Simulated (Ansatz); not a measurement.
# [SF3]+ (SMILES F[S+](F)F): CAM-B3LYP/6-311+G(d,p)

What is the vertical electron affinity of [SF3]+ at CAM-B3LYP/6-311+G**? 

The calculation is run with Ansatz 0.2.0.

2 further runs of the same task are left out: 2 set aside as unsound or not needed.

## Step 1: The structure to begin with

[SF3]+ has 4 atoms, charge +1, and is taken as a singlet. SMILES: `F[S+](F)F`. Geometry: relaxed at PBE0-D4/def2-TZVP.

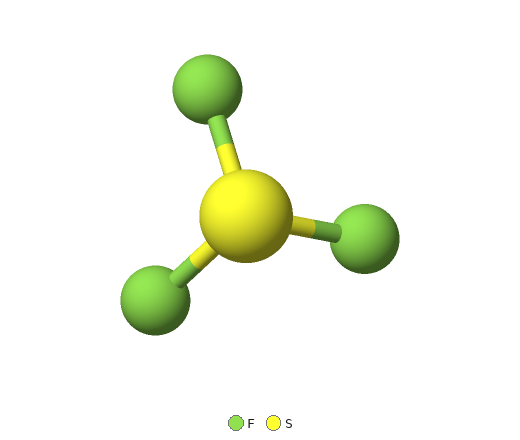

The structure, seen from a chosen angle (fluorine green, sulfur yellow).

## Step 2: A single-point energy at CAM-B3LYP/6-311+G(d,p)

input.yaml

```yaml
crystal:
  periodic: [false, false, false]
  atoms:
    - {symbol: F, position_ang: [0.623020, 0.191030, 1.167760]}
    - {symbol: S, position_ang: [0.432770, -0.058560, -0.301740]}
    - {symbol: F, position_ang: [-0.545420, -1.197460, -0.238600]}
    - {symbol: F, position_ang: [-0.510370, 1.064990, -0.627420]}
basis:
  gaussian:
    orbitals: 6-311+G_st__st_-spherical.json
total_charge: 1
hamiltonian:
  xc: {name: CAM-B3LYP}
accuracy: high
output: {orbitals: {seedname: orbitals}}
```

The basis set 6-311+G** is read from a file made from the Basis Set Exchange's data (not shown).

The run is started by

```
ansatz run input.yaml --threads 1 --pin off --max-ram 3480MiB --events-out events.jsonl --progress --plain --runs-dir runs
```

What it wrote:

```text
Warning: RAYON_NUM_THREADS=1 ignored (pool sized by the plan → 1); use --threads N
Functional definition: CAM-B3LYP
  name "CAM-B3LYP"
  parameter alpha = 0.19
  parameter beta = 0.46
  parameter omega = 0.33/bohr
  parameter ac = 0.81
  exchange = (1 - alpha - beta)*b88_x + beta*b88_x_sr(omega) + alpha*exact_x + beta*exact_x_lr(omega)
  correlation = (1 - ac)*vwn5_c + ac*lyp_c
1727 factors; integrals over basis functions are off by at most 4.4e-9 eV
345 factors; integrals over basis functions are off by at most 1.4e-9 eV
mean field evaluation 1: about -18965.2296 eV, gradient 8.7e1 eV
mean field evaluation 2: about -18954.9779 eV, gradient 1.2e2 eV
mean field evaluation 4: about -18975.0149 eV, gradient 1.0e0 eV
mean field evaluation 8: about -18975.1807 eV, gradient 7.1e-2 eV
mean field evaluation 16: about -18975.1807 eV, gradient 4.1e-6 eV
mean field -18975.18073955 eV, -697.3250303389 hartree, gradient 1.1e-8 eV, S^2 0.000000; 0 other end points of the search recorded, 0 dependent functions left out
reference -18975.18075798 eV, -697.3250310162 hartree; 21, 21 occupied and 75, 75 virtual orbitals, 1727 factors
Total energy: -18975.18075798 eV, -697.3250310162 hartree
```

It took 2.1 s on 1 thread of AMD EPYC 9R45 (Zen 5), shared host; peak memory 0.32 GiB.

## Step 3: Doublet neutral SF3, same level

input.yaml, as its differences from that of step 2:

```diff
@@ -10,3 +10,5 @@
     orbitals: 6-311+G_st__st_-spherical.json
-total_charge: 1
+magnetization:
+  spin_polarized: true
+  initial_magnetization: 1
 hamiltonian:
```

The basis set 6-311+G** is read from a file made from the Basis Set Exchange's data (not shown).

The run is started by

```
ansatz run input.yaml --threads 1 --pin off --max-ram 3480MiB --events-out events.jsonl --progress --plain --runs-dir runs
```

What it wrote, cut to the lines that bear on the results:

```text
Warning: RAYON_NUM_THREADS=1 ignored (pool sized by the plan → 1); use --threads N
[... 2 set-up lines as earlier in the session ...]
[...]
1730 factors; integrals over basis functions are off by at most 4.3e-9 eV
345 factors; integrals over basis functions are off by at most 1.4e-9 eV
[...]
mean field -18981.74440140 eV, -697.5662404631 hartree, gradient 2.4e-8 eV, S^2 0.754386; 4 other end points of the search recorded, 0 dependent functions left out
reference -18981.74442013 eV, -697.5662411512 hartree; 22, 21 occupied and 74, 75 virtual orbitals, 1730 factors
Total energy: -18981.74442013 eV, -697.5662411512 hartree
```

It took 22 s on 1 thread of AMD EPYC 9R45 (Zen 5), shared host; peak memory 0.48 GiB.

## Step 4: Summary of results

Level: CAM-B3LYP/6-311+G**.

| quantity | value |
| --- | --- |
| singlet [SF3]+: total energy | -697.32503 Eh |
| singlet [SF3]+: HOMO energy | -20.88 eV |
| singlet [SF3]+: LUMO energy | -8.05 eV |
| singlet [SF3]+: HOMO–LUMO gap | 12.83 eV |
| doublet neutral SF3: total energy | -697.56624 Eh |
| doublet neutral SF3: HOMO energy (highest over α and β) | -5.08 eV |
| doublet neutral SF3: LUMO energy (lowest over α and β) | -0.12 eV |
| doublet neutral SF3: ⟨S²⟩ | 0.754 |
| vertical electron affinity (to the doublet neutral) | 6.564 eV |

**Reading.** At fixed nuclei the extra electron is bound by 6.56 eV (151 kcal/mol).
